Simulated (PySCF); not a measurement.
H2IInO2, SMILES [OH][In]([OH])[I], PBE0/def2-SVP optimised geometry. Atoms within 1.6 Å of the plane z = 0.0 Å (x, y, z in Å): In1 (-0.47, -0.12, 0.00), I2 (-1.88, -2.36, 0.00), O3 (-1.39, 1.64, 0.00), H4 (-0.74, 2.36, 0.00), O5 (1.52, -0.12, 0.00), H6 (1.88, -1.01, 0.00).

Level of theory: PBE0/def2-TZVP, def2 effective core potentials past Kr run with PySCF. The core electrons that the potentials of I, In replace are not part of the density. Cells within 0.4 Å of a nucleus heavier than hydrogen are left out (blank, or x).

Map of the electrostatic potential (hartree/e), clipped to [-0.08, 0.12] on the plane z = 0.0 Å:

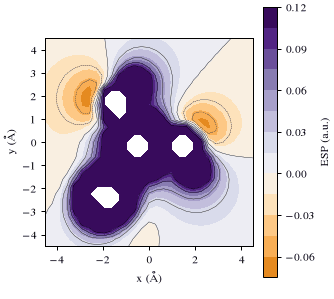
Figure: Electrostatic potential (hartree/e), clipped to [-0.08, 0.12] on the plane z = 0.0 Å.
